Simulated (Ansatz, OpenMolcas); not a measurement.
## How methods differ on PH3 (SMILES P)

The species is PH3 (4 atoms), meant as a singlet with charge 0. As SMILES, `P`. The coordinates come from a PBE0-D4/def2-TZVP relaxation.

Quantity: the vertical energy of the triplet above the singlet, in eV. The values are calculated.

| level | kind | program | value (eV) | CPU time (all runs) |
| --- | --- | --- | --- | --- |
| revPBE/aug-cc-pVTZ | GGA | OpenMolcas | 5.72 | 2.3 min |
| M06-L/aug-cc-pVTZ | meta-GGA | OpenMolcas | 6.02 | 3.5 min |
| BHLYP/aug-cc-pVTZ | global hybrid | Ansatz | 5.92 | 57 s |
| HSE06/aug-cc-pVTZ | range-separated hybrid | Ansatz | 5.79 | 45 s |
| wB97M-V/aug-cc-pVTZ | range-separated hybrid | Ansatz | 6.09 | 5.5 min |
| PBE-QIDH/aug-cc-pVTZ | double hybrid | Ansatz | 5.92 | 78 s |
| RPA@PBE0/aug-cc-pVTZ | RPA | Ansatz | 5.92 | 42 s |
| MP2/aug-cc-pVTZ | perturbation theory | Ansatz | 6.04 | 14 s |
| BCCD(T)/aug-cc-pVTZ | coupled cluster or CI | Ansatz | 6.04 | 1.7 min |
| FCI/STO-3G, open shells restricted | exact in the basis | OpenMolcas | 9.84 | 3.9 s |

The values span 5.72 to 9.84 eV. A triplet this far above the singlet is often a Rydberg-like or dissociative state; sets without diffuse functions put Rydberg states too high. High-level rows in very small sets aren't better than simpler rows in larger ones. CPU times are rough (shared hosts, several kinds of processor and program).

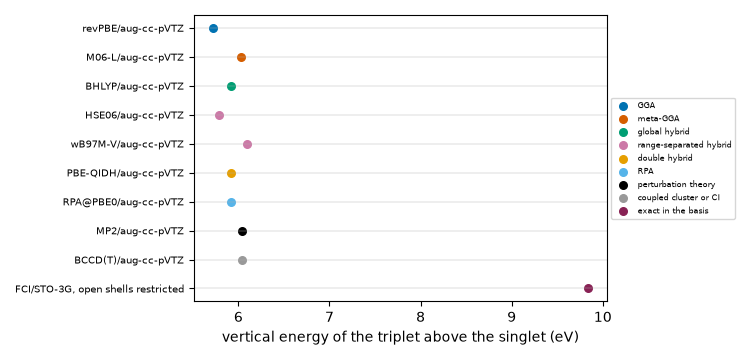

The values of the table, level by level.
